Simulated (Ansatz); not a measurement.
# PS₂ (doublet): one geometry, many settings at distance S1–P2 = 2.294 Å

What do other methods and options give for PS₂ (doublet) at this geometry, and how long do they take?

Method: the settings change from run to run; program: Ansatz 0.2.0, Gaussian basis.

40 further runs of the same task are left out: 4 for a known fault of the program, 30 that didn't finish, 6 set aside as unsound or not needed.

## (1) The system

The geometry derives from a PBE0/def2-TZVP stationary point (not a proven minimum). One bond is set to the value named and the two fragments are kept rigid.

3 atoms, charge 0, spin multiplicity 2.

Atoms are counted from 1 here; the program's logs count them from 0.

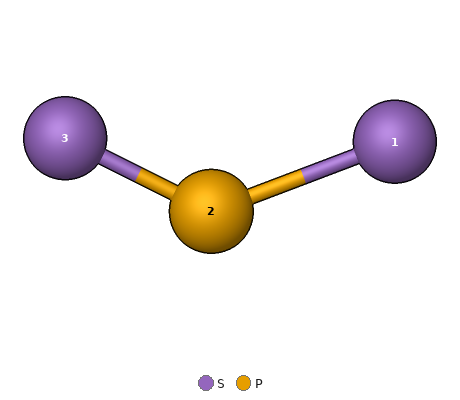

The structure; sulfur purple, phosphorus amber; atoms are numbered from 1 in the order of the file.

## (2) HF/cc-pVDZ

in.yaml reads:

```yaml
crystal:
  periodic: [false, false, false]
  atoms:
    - {symbol: S, position_ang: [0.000000, -0.351893, 1.982685]}
    - {symbol: P, position_ang: [0.000000, 0.569476, -0.118152]}
    - {symbol: S, position_ang: [0.000000, -0.198202, -1.868554]}
basis:
  gaussian: {orbitals: cc-pVDZ}
magnetization: {spin_polarized: false, initial_magnetization: 1}
hamiltonian: {xc: hf}
accuracy: high
scf: {lower_state_search: off}
output: {orbitals: {seedname: orbitals}}
```

The run is started by

```sh
$ ansatz run in.yaml --threads 1 --pin off --events-out ev --progress --plain --max-ram 2393MiB
```

The log of the run:

```text
Functional definition: HF
  name "HF"
  cite "Fock, Z. Phys. 61, 126 (1930) doi:10.1007/BF01340294"
  parent pbe
  exchange = exact_x
  correlation = 0
these checks for a lower state are left out or cut short: stability, starts, cluster_reference, orbital_swaps, neighbouring_geometries, increment
1100 factors; integrals over basis functions are off by at most 3.2e-9 eV
mean field evaluation 1: about -30902.8574 eV, gradient 2.2e1 eV
mean field evaluation 2: about -30902.8652 eV, gradient 2.2e1 eV
mean field evaluation 4: about -30905.1909 eV, gradient 3.0e0 eV
mean field evaluation 8: about -30905.4396 eV, gradient 1.5e0 eV
mean field evaluation 16: about -30905.8086 eV, gradient 4.2e-3 eV
mean field -30905.80856556 eV, -1135.7675160749 hartree, gradient 1.9e-8 eV, S^2 0.750000; 0 other end points of the search recorded, 0 dependent functions left out
reference -30905.80856556 eV, -1135.7675160749 hartree; 24, 23 occupied and 30, 31 virtual orbitals, 1100 factors
Total energy: -30905.80856556 eV, -1135.7675160749 hartree
Checks for a lower state left out: stability, starts, cluster_reference, orbital_swaps, neighbouring_geometries, increment
```

Wall time 1.2 s (1 thread of Arm Neoverse V1, shared host).

## (3) CCSDT(Q) on UHF/6-31G

in.yaml reads:

```yaml
crystal:
  periodic: [false, false, false]
  atoms:
    - {symbol: S, position_ang: [0.000000, -0.351893, 1.982685]}
    - {symbol: P, position_ang: [0.000000, 0.569476, -0.118152]}
    - {symbol: S, position_ang: [0.000000, -0.198202, -1.868554]}
basis:
  gaussian: {orbitals: 6-31G}
magnetization: {spin_polarized: true, initial_magnetization: 1}
correlation: {method: ccsdt_q, electrons: outside_noble_gas, diis_vectors: 4}
```

The command is unchanged.

The log of the run, shortened:

```text
Functional definition: HF
  name "HF"
  cite "Fock, Z. Phys. 61, 126 (1930) doi:10.1007/BF01340294"
  parent pbe
[...]
771 factors; integrals over basis functions are off by at most 3.5e-8 eV
[...]
mean field -30901.42190651 eV, -1135.6063093282 hartree, gradient 2.9e-6 eV, S^2 1.101897; 36 other end points of the search recorded, 0 dependent functions left out
determinant -30901.42190651 eV, -1135.6063093282 hartree, with singles and doubles -30906.33882877 eV, -1135.7870028883 hartree
determinant -30901.39364460 eV, -1135.6052707223 hartree, with singles and doubles -30906.32147302 eV, -1135.7863650764 hartree
determinant -30901.27604272 eV, -1135.6009489329 hartree, with singles and doubles -30905.77822605 eV, -1135.7664011185 hartree
determinant -30901.21369336 eV, -1135.5986576360 hartree, with singles and doubles -30906.09251882 eV, -1135.7779511648 hartree
[...]
determinant -30900.96948416 eV, -1135.5896831134 hartree, with singles and doubles -30906.33359341 eV, -1135.7868104924 hartree
determinant -30901.36554167 eV, -1135.6042379584 hartree, with singles and doubles -30906.32555429 eV, -1135.7865150602 hartree
determinant -30901.36554167 eV, -1135.6042379584 hartree, with singles and doubles -30906.40888401 eV, -1135.7895773710 hartree
15 core orbitals not correlated: weight in the atoms' cores, before any rotation towards them, 1.000 or more for the frozen orbitals, at most 0.000 for the correlated occupied ones
reference -30901.42190651 eV, -1135.6063093282 hartree; 9, 8 occupied and 15, 16 virtual orbitals, 771 factors
second order -4.00680461 eV of doubles, -0.00000000 eV of singles
cycle   1  -4.24490686 eV  change   -2.4e-1 eV  update   1.4e-1
[...]
cycle  51  -5.35921922 eV  change   -1.7e-7 eV  update   3.0e-7
perturbative correction -0.07845325 eV, -0.0028831037 hartree
Total energy: -30906.85957898 eV, -1135.8061401058 hartree
```

Wall time 49 s (1 thread of Arm Neoverse V1, shared host).

From the report: ⟨S²⟩ of the determinant 1.102 (pure doublet: 0.75); correlation -5.4377 eV; T1 0.115; largest double amplitude 0.15.

## (4) NEVPT4(SD)(7,5)/STO-3G

in.yaml reads:

```yaml
crystal:
  periodic: [false, false, false]
  atoms:
    - {symbol: S, position_ang: [0.000000, -0.351893, 1.982685]}
    - {symbol: P, position_ang: [0.000000, 0.569476, -0.118152]}
    - {symbol: S, position_ang: [0.000000, -0.198202, -1.868554]}
basis:
  gaussian: {orbitals: STO-3G, fitting: {mean_field: def2-universal-jkfit}}
magnetization: {spin_polarized: false, initial_magnetization: 1}
correlation: {method: fic_nevpt4_sd, electrons: outside_noble_gas, active_space: {window: {electrons: 7, orbitals: 5}, states: [{multiplicity: 2, weights: [0.5, 1, 1]}], root: 2}}
```

Launched as before.

The log of the run, shortened:

```text
Functional definition: HF
  name "HF"
  cite "Fock, Z. Phys. 61, 126 (1930) doi:10.1007/BF01340294"
  parent pbe
[...]
384 factors; integrals over basis functions are off by at most 8.7e-3 eV
[...]
mean field -30563.01295156 eV, -1123.1700096156 hartree, gradient 2.9e-6 eV, S^2 0.750000; 15 other end points of the search recorded, 0 dependent functions left out
reference -30563.01295156 eV, -1123.1700096156 hartree; 24, 23 occupied and 3, 4 virtual orbitals, 384 factors
state -30564.22220835 eV, -1123.2144489830 hartree
state -30564.06024896 eV, -1123.2084970850 hartree
state -30563.24543820 eV, -1123.1785533419 hartree
state -30564.22220835 eV, -1123.2144489830 hartree; corrected -30566.39050403 eV, -1123.2941323797 hartree
state -30564.06024896 eV, -1123.2084970850 hartree; corrected -30566.10616663 eV, -1123.2836831726 hartree
state -30563.24543820 eV, -1123.1785533419 hartree; corrected -30565.56113204 eV, -1123.2636535209 hartree
Total energy: -30565.56113204 eV, -1123.2636535209 hartree
```

Wall time 3.8 s (1 thread of Arm Neoverse V1, shared host).

From the report: 26 determinants; active occupations (of the averaged states) 1.84, 1.80, 1.60, 1.31, 0.45.

## (5) CCSD(T) on UHF/cc-pVDZ

in.yaml reads:

```yaml
crystal:
  periodic: [false, false, false]
  atoms:
    - {symbol: S, position_ang: [0.000000, -0.351893, 1.982685]}
    - {symbol: P, position_ang: [0.000000, 0.569476, -0.118152]}
    - {symbol: S, position_ang: [0.000000, -0.198202, -1.868554]}
basis:
  gaussian: {orbitals: cc-pVDZ}
magnetization: {spin_polarized: true, initial_magnetization: 1}
hamiltonian: {pseudopotentials: {relativity: scalar}}
correlation: {method: ccsd_t, electrons: outside_noble_gas, diis_vectors: 12}
```

The command is unchanged.

The log of the run, shortened:

```text
Functional definition: HF
  name "HF"
  cite "Fock, Z. Phys. 61, 126 (1930) doi:10.1007/BF01340294"
  parent pbe
[...]
579 factors; integrals over basis functions are off by at most 9.2e-4 eV
[...]
mean field -30978.07220196 eV, -1138.4231557305 hartree, gradient 1.9e-6 eV, S^2 0.921202; 30 other end points of the search recorded, 0 dependent functions left out
determinant -30978.07220196 eV, -1138.4231557305 hartree, with singles and doubles -30988.57331628 eV, -1138.8090645640 hartree
determinant -30977.79910999 eV, -1138.4131197859 hartree, with singles and doubles -30988.06792690 eV, -1138.7904918466 hartree
determinant -30977.65949330 eV, -1138.4079889672 hartree, with singles and doubles -30988.16470447 eV, -1138.7940483567 hartree
determinant -30977.62507290 eV, -1138.4067240408 hartree, with singles and doubles -30988.04733217 eV, -1138.7897350042 hartree
[...]
determinant -30977.62507290 eV, -1138.4067240408 hartree, with singles and doubles -30988.06019432 eV, -1138.7902076796 hartree
determinant -30977.59928405 eV, -1138.4057763177 hartree, with singles and doubles -30988.37687871 eV, -1138.8018456164 hartree
determinant -30977.59125741 eV, -1138.4054813442 hartree, with singles and doubles -30988.46173945 eV, -1138.8049641911 hartree
determinant -30977.56523715 eV, -1138.4045251175 hartree, with singles and doubles -30988.45513525 eV, -1138.8047214910 hartree
15 core orbitals not correlated: weight in the atoms' cores, before any rotation towards them, 1.000 or more for the frozen orbitals, at most 0.000 for the correlated occupied ones
reference -30978.07220196 eV, -1138.4231557305 hartree; 9, 8 occupied and 30, 31 virtual orbitals, 579 factors
second order -9.37592965 eV of doubles, -0.00000000 eV of singles
cycle   1  -10.53192145 eV  change   -2.0e-6 eV  update   3.7e-6
perturbative correction -0.55610300 eV, -0.0204364083 hartree
Total energy: -30989.16022641 eV, -1138.8306331132 hartree
Relativity: scalar
```

Wall time 54 s (1 thread of Arm Neoverse V1, shared host).

From the report: ⟨S²⟩ of the determinant 0.921 (pure doublet: 0.75); correlation -11.0880 eV; T1 0.059; largest double amplitude 0.09.

## (6) CCSD on UHF/cc-pVDZ

Edit in.yaml of step 5 so:

```diff
@@ -9,3 +9,2 @@
 magnetization: {spin_polarized: true, initial_magnetization: 1}
-hamiltonian: {pseudopotentials: {relativity: scalar}}
-correlation: {method: ccsd_t, electrons: outside_noble_gas, diis_vectors: 12}
+correlation: {method: ccsd, electrons: outside_noble_gas}
```

Launched as before.

The log of the run, shortened:

```text
Functional definition: HF
  name "HF"
  cite "Fock, Z. Phys. 61, 126 (1930) doi:10.1007/BF01340294"
  parent pbe
[...]
579 factors; integrals over basis functions are off by at most 9.2e-4 eV
[...]
mean field -30905.95117502 eV, -1135.7727568758 hartree, gradient 3.3e-6 eV, S^2 0.914958; 30 other end points of the search recorded, 0 dependent functions left out
determinant -30905.95117502 eV, -1135.7727568758 hartree, with singles and doubles -30916.44461799 eV, -1136.1583837924 hartree
determinant -30905.67238065 eV, -1135.7625113717 hartree, with singles and doubles -30915.93383151 eV, -1136.1396127353 hartree
determinant -30905.54454198 eV, -1135.7578133873 hartree, with singles and doubles -30916.04366978 eV, -1136.1436492172 hartree
determinant -30905.49977267 eV, -1135.7561681456 hartree, with singles and doubles -30915.91435096 eV, -1136.1388968384 hartree
[...]
determinant -30905.49977267 eV, -1135.7561681456 hartree, with singles and doubles -30915.92669214 eV, -1136.1393503685 hartree
determinant -30905.47820515 eV, -1135.7553755537 hartree, with singles and doubles -30916.25999024 eV, -1136.1515988477 hartree
determinant -30905.47325858 eV, -1135.7551937708 hartree, with singles and doubles -30916.33163615 eV, -1136.1542317863 hartree
determinant -30905.45145944 eV, -1135.7543926669 hartree, with singles and doubles -30916.32945663 eV, -1136.1541516905 hartree
15 core orbitals not correlated: weight in the atoms' cores, before any rotation towards them, 1.000 or more for the frozen orbitals, at most 0.000 for the correlated occupied ones
reference -30905.95117502 eV, -1135.7727568758 hartree; 9, 8 occupied and 30, 31 virtual orbitals, 579 factors
second order -9.37191211 eV of doubles, -0.00000000 eV of singles
cycle   1  -10.52469728 eV  change   -2.3e-6 eV  update   3.8e-6
Total energy: -30916.47587229 eV, -1136.1595323668 hartree
```

It took 52 s on 1 thread of Arm Neoverse V1, shared host.

From the report: ⟨S²⟩ of the determinant 0.915 (pure doublet: 0.75); correlation -10.5247 eV; T1 0.059; largest double amplitude 0.09.

## (7) CCSD(T) on ROHF/6-31G*

in.yaml reads:

```yaml
crystal:
  periodic: [false, false, false]
  atoms:
    - {symbol: S, position_ang: [0.000000, -0.351893, 1.982685]}
    - {symbol: P, position_ang: [0.000000, 0.569476, -0.118152]}
    - {symbol: S, position_ang: [0.000000, -0.198202, -1.868554]}
basis:
  gaussian: {orbitals: "6-31G*", point_charges: [{charge: -1.00, position_ang: [3.677, 0.791, 0.609]}]}
magnetization: {spin_polarized: false, initial_magnetization: 1}
correlation: {method: ccsd_t, electrons: outside_noble_gas}
scf: {omitted_lower_state_checks: [cluster_reference]}
output: {forces: true}
```

Launched as before.

The log of the run, shortened:

```text
Functional definition: HF
  name "HF"
  cite "Fock, Z. Phys. 61, 126 (1930) doi:10.1007/BF01340294"
  parent pbe
[...]
499 factors; integrals over basis functions are off by at most 7.2e-4 eV
[...]
mean field -30904.32238531 eV, -1135.7128999582 hartree, gradient 3.0e-6 eV, S^2 0.750000; 8 other end points of the search recorded, 0 dependent functions left out
15 core orbitals not correlated: weight in the atoms' cores, before any rotation towards them, 1.000 or more for the frozen orbitals, at most 0.000 for the correlated occupied ones
reference -30904.32238531 eV, -1135.7128999582 hartree; 9, 8 occupied and 33, 34 virtual orbitals, 499 factors
second order -9.01413942 eV of doubles, -0.07037844 eV of singles
cycle   1  -9.54228967 eV  change   -4.6e-1 eV  update   1.3e-1
[...]
cycle   5  -10.08827927 eV  change   -5.4e-9 eV  update   1.0e-7
perturbative correction -0.55924365 eV, -0.0205518252 hartree
[...]
Total energy: -30914.96990824 eV, -1136.1041892086 hartree
Atom 0 at     0.000000    -0.351893     1.982685 Å, force    -0.106603     0.680055    -2.522679 eV/Å
Atom 1 at     0.000000     0.569476    -0.118152 Å, force     0.332199    -0.115699     2.821118 eV/Å
Atom 2 at     0.000000    -0.198202    -1.868554 Å, force    -0.000272    -0.577550    -0.193101 eV/Å
Dipole moment:     0.209919     0.162661    -0.057408 e Å
Checks for a lower state left out: cluster_reference
```

Wall time 17 s (1 thread of Arm Neoverse V1, shared host).

From the report: correlation -10.6475 eV; T1 0.054; largest double amplitude 0.09.

## (8) BCCD/def2-SVP

in.yaml reads:

```yaml
crystal:
  periodic: [false, false, false]
  atoms:
    - {symbol: S, position_ang: [0.000000, -0.351893, 1.982685]}
    - {symbol: P, position_ang: [0.000000, 0.569476, -0.118152]}
    - {symbol: S, position_ang: [0.000000, -0.198202, -1.868554]}
basis:
  gaussian: {orbitals: def2-SVP}
magnetization: {spin_polarized: false, initial_magnetization: 1}
hamiltonian: {xc: {name: r2SCAN}}
correlation: {method: bccd, electrons: outside_noble_gas}
scf: {lower_state_search: off}
output: {forces: true}
```

Launched as before.

The log of the run, shortened:

```text
Functional definition: r2SCAN
  name "r2SCAN"
  cite "Furness, Kaplan, Ning, Perdew & Sun, J. Phys. Chem. Lett. 11, 8208 (2020) doi:10.1021/acs.jpclett.0c02405"
  cite "Furness, Kaplan, Ning, Perdew & Sun, J. Phys. Chem. Lett. 11, 9248 (2020) doi:10.1021/acs.jpclett.0c03077"
  parent r2scan
[...]
480 factors; integrals over basis functions are off by at most 1.1e-3 eV
[...]
mean field -30946.86604516 eV, -1137.2763506204 hartree, gradient 1.2e-6 eV, S^2 0.750000; 0 other end points of the search recorded, 0 dependent functions left out
15 core orbitals not correlated: weight in the atoms' cores, before any rotation towards them, 1.000 or more for the frozen orbitals, at most 0.000 for the correlated occupied ones
reference -30894.58778268 eV, -1135.3551599098 hartree; 9, 8 occupied and 30, 31 virtual orbitals, 480 factors
second order -11.17084689 eV of doubles, -0.55782644 eV of singles
cycle   1  -10.54085057 eV  change     1.2e0 eV  update   2.2e-1
[...]
cycle  25  -11.45413167 eV  change    1.3e-7 eV  update   3.8e-7
[...]
Total energy: -30906.04191435 eV, -1135.7760914848 hartree
Atom 0 at     0.000000    -0.351893     1.982685 Å, force     0.000000     0.401670    -2.340871 eV/Å
Atom 1 at     0.000000     0.569476    -0.118152 Å, force    -0.000000     0.148058     1.884020 eV/Å
Atom 2 at     0.000000    -0.198202    -1.868554 Å, force     0.000000    -0.549728     0.456851 eV/Å
Dipole moment:     0.000000     0.056964    -0.107487 e Å
Checks for a lower state left out: starts, cluster_reference, orbital_swaps, neighbouring_geometries, increment
```

Run time: 17 s. Hardware: 1 thread of Arm Neoverse V1, shared host.

From the report: correlation -11.4541 eV; largest double amplitude 0.09.

## (9) CCSD on UHF/6-31++G**

in.yaml reads:

```yaml
crystal:
  periodic: [false, false, false]
  atoms:
    - {symbol: S, position_ang: [0.000000, -0.351893, 1.982685]}
    - {symbol: P, position_ang: [0.000000, 0.569476, -0.118152]}
    - {symbol: S, position_ang: [0.000000, -0.198202, -1.868554]}
basis:
  gaussian: {orbitals: "6-31++G**"}
magnetization: {spin_polarized: true, initial_magnetization: 1}
correlation: {method: ccsd, electrons: valence}
```

Same command.

The log of the run, shortened:

```text
Functional definition: HF
  name "HF"
  cite "Fock, Z. Phys. 61, 126 (1930) doi:10.1007/BF01340294"
  parent pbe
[...]
580 factors; integrals over basis functions are off by at most 7.1e-4 eV
[...]
mean field -30904.20159200 eV, -1135.7084608857 hartree, gradient 2.2e-6 eV, S^2 0.993596; 22 other end points of the search recorded, 0 dependent functions left out
determinant -30904.20159200 eV, -1135.7084608857 hartree, with singles and doubles -30914.24939365 eV, -1136.0777107858 hartree
determinant -30903.98261552 eV, -1135.7004136486 hartree, with singles and doubles -30913.80550705 eV, -1136.0613982541 hartree
determinant -30903.80111653 eV, -1135.6937436838 hartree, with singles and doubles -30913.82589666 eV, -1136.0621475586 hartree
determinant -30903.78147760 eV, -1135.6930219664 hartree, with singles and doubles -30913.77449599 eV, -1136.0602586186 hartree
[...]
determinant -30903.80111653 eV, -1135.6937436838 hartree, with singles and doubles -30914.00029650 eV, -1136.0685566342 hartree
determinant -30903.78147760 eV, -1135.6930219664 hartree, with singles and doubles -30913.79378429 eV, -1136.0609674505 hartree
determinant -30903.74796578 eV, -1135.6917904297 hartree, with singles and doubles -30914.03817087 eV, -1136.0699484917 hartree
determinant -30903.67549846 eV, -1135.6891273046 hartree, with singles and doubles -30914.15134573 eV, -1136.0741075912 hartree
15 core orbitals not correlated: weight in the atoms' cores, before any rotation towards them, 1.000 or more for the frozen orbitals, at most 0.000 for the correlated occupied ones
reference -30904.20159200 eV, -1135.7084608857 hartree; 9, 8 occupied and 45, 46 virtual orbitals, 580 factors
second order -8.82682519 eV of doubles, -0.00000000 eV of singles
cycle   1  -10.09347870 eV  change   -2.3e-7 eV  update   2.5e-6
Total energy: -30914.29507070 eV, -1136.0793893864 hartree
```

It took 67 s on 1 thread of Arm Neoverse V1, shared host.

From the report: ⟨S²⟩ of the determinant 0.994 (pure doublet: 0.75); correlation -10.0935 eV; T1 0.064; largest double amplitude 0.09.

## (10) All runs side by side

```tsv
level	correlated	functions	energy (eV)	time
HF/cc-pVDZ		54	-30905.8086	1.2 s
CCSDT(Q) on UHF/6-31G	outside noble gas	39	-30906.8596	49 s
NEVPT4(SD)(7,5)/STO-3G (excited root 2 of an average)	outside noble gas	27	-30565.5611	3.8 s
CCSD(T) on UHF/cc-pVDZ (relativity set)	outside noble gas	54	-30989.1602	54 s
CCSD on UHF/cc-pVDZ	outside noble gas	54	-30916.4759	52 s
CCSD(T) on ROHF/6-31G* (beside a point charge)	outside noble gas	57	-30914.9699	17 s
BCCD/def2-SVP (on r2SCAN orbitals)	outside noble gas	54	-30906.0419	17 s
CCSD on UHF/6-31++G**	valence	69	-30914.2951	67 s
```

## (11) Outcome

| quantity | value |
| --- | --- |
| runs | 8 |
| quickest | HF/cc-pVDZ, 1.2 s |
| slowest | CCSD on UHF/6-31++G**, 67 s |

**Reading.** Total energies in different bases, with other cores or another treatment of relativity can't be set against each other. CCSD on UHF/6-31++G** took 55 times as long as HF/cc-pVDZ; the jobs differ in more than the method.
